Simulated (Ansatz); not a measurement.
**C4H8O (SMILES CCC(C)=O): density, localisation and related maps**

```xyz
13

C     0.0611    1.0409   -1.6025
C    -0.0270   -0.1656   -0.6932
C     0.0504    0.1720    0.7780
C    -0.0568   -0.9867    1.7346
O     0.1885    1.3053    1.1665
H    -0.7485    1.7429   -1.3977
H     0.9982    1.5774   -1.4480
H     0.0023    0.7417   -2.6506
H     0.7723   -0.8863   -0.9068
H    -0.9575   -0.7235   -0.8562
H     0.7151   -1.7310    1.5202
H     0.0440   -0.6351    2.7597
H    -1.0216   -1.4870    1.6111
```

Geometry: PBE0-D4/def2-TZVP.

All numbers below come from RKS PBE0-D4/def2-TZVPP in Ansatz.

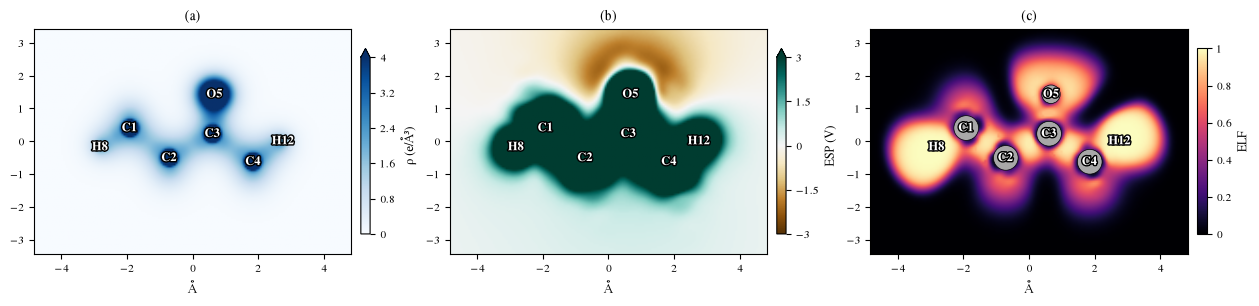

Figure 1. (a) total electron density; (b) molecular electrostatic potential; (c) electron localisation function on the plane of atoms C4, C3 and O5. Grey discs cover the atomic cores in the ELF map.

Q: Read the bonding off the picture.

A: The section cuts through C, O and H sites. C–O (1.21 Å): ρ at the midpoint is about 3.4 e/Å³; the ELF peaks at about 0.85 between the atoms: a multiple bond. C–C (1.51 Å): ρ is about 1.8 e/Å³ halfway; the ELF peaks at about 0.95 between the atoms; a shared electron pair. C–H (1.09 Å): the density is about 2 e/Å³ at the midpoint; the ELF climbs to about 1 towards the hydrogen, as it does in any bond to H: a covalent bond by its length. The ELF also peaks beside O5, away from the bonds: lone-pair regions. Outside the dense part of the molecule the potential is most negative (−2.2 V) near O5.

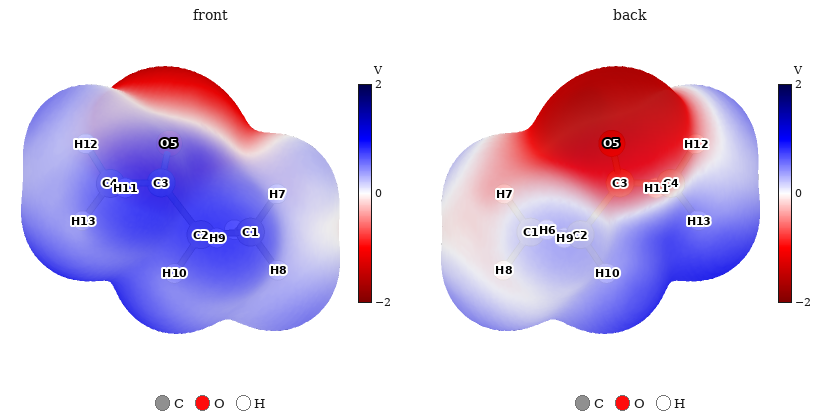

Figure 2. The electrostatic potential painted on the density surface at 0.001 e/bohr³, seen from the front and from behind; red is negative and blue positive.

Q: Where is the surface potential most negative and most positive?

A: The most negative region (about −1.6 V) lies over O5, the most positive (about +0.9 V) over H9, H10, H11 and H13. O5 is the likeliest acceptor of a hydrogen bond.

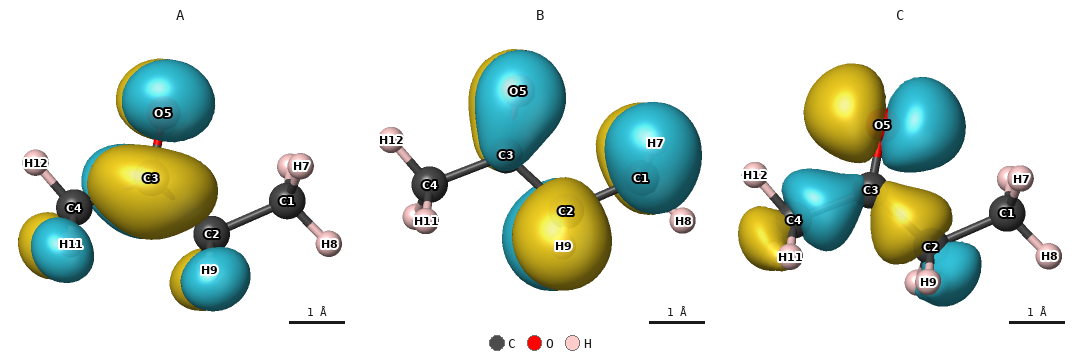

Figure 3. Three frontier orbitals at ±0.1 Å⁻³ᐟ² (yellow and cyan are the two phases), in no order.

Q: Which picture is the HOMO−1, the HOMO and the LUMO?

A: B is the HOMO−1 (−9.74 eV). It lies mainly on O5 (about 20 %), C2 (about 20 %), C1 (about 15 %), H9 (about 10 %), H10 (about 10 %), H6 (about 10 %) and H7 (about 10 %). C is the HOMO (−7.17 eV). Its weight (Hirshfeld) is mainly on O5 (about 60 %), C3 (about 10 %), C4 (about 10 %) and C2 (about 10 %). A is the LUMO (−0.27 eV). By Hirshfeld shares it lies mainly on C3 (about 40 %), O5 (about 30 %) and C4 (about 5 %); π-antibonding (π*) across C3–O5.

Q: What is the HOMO–LUMO gap?

A: 6.90 eV between the orbital energies.
